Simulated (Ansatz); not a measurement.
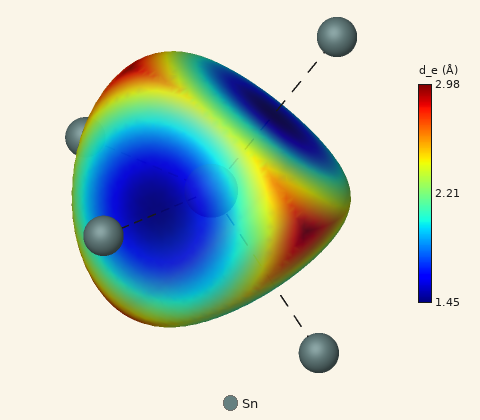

Hirshfeld surface computed for one Sn atom in Sn (Fd-3m), coloured by d_e. Dashed lines lead to the closest neighbours outside.

The surface is where the fragment's share of the procrystal density (the sum of the densities of spherically averaged neutral Hartree-Fock atoms) equals one half. d_i and d_e are the distances from the surface to the nearest nucleus inside and outside. From Rb on the atoms have core potentials, so only their outer electrons count.

The cell is taken from the input geometry of an electronic-structure calculation (not necessarily at equilibrium); the starting structure was generated, so it need not be a known form of this composition.

```yaml
crystal:
  lattice:
    - [6.65504, 0.00000, 0.00000]
    - [0.00000, 6.65504, 0.00000]
    - [0.00000, 0.00000, 6.65504]
  atoms:
    - { symbol: Sn, position: [0.25000, 0.25000, 0.25000] }
    - { symbol: Sn, position: [0.50000, 0.00000, 0.50000] }
    - { symbol: Sn, position: [0.25000, 0.75000, 0.75000] }
    - { symbol: Sn, position: [0.50000, 0.50000, 0.00000] }
    - { symbol: Sn, position: [0.75000, 0.25000, 0.75000] }
    - { symbol: Sn, position: [0.00000, 0.00000, 0.00000] }
    - { symbol: Sn, position: [0.75000, 0.75000, 0.25000] }
    - { symbol: Sn, position: [0.00000, 0.50000, 0.50000] }
```

### What is the shortest distance from the fragment to an atom outside it?

Sn–Sn, 2.88 Å.

### How is the surface shared among contacts (nearest atom inside ··· nearest atom outside)?

Sn···Sn 100 %. The surface faces 4 neighbours with more than 2 % of its area each: 4 Sn.

### Give the size and shape of the surface.

It encloses about 25.5 Å³, has an area of about 45 Å² and a globularity of 0.93 (1 for a sphere).
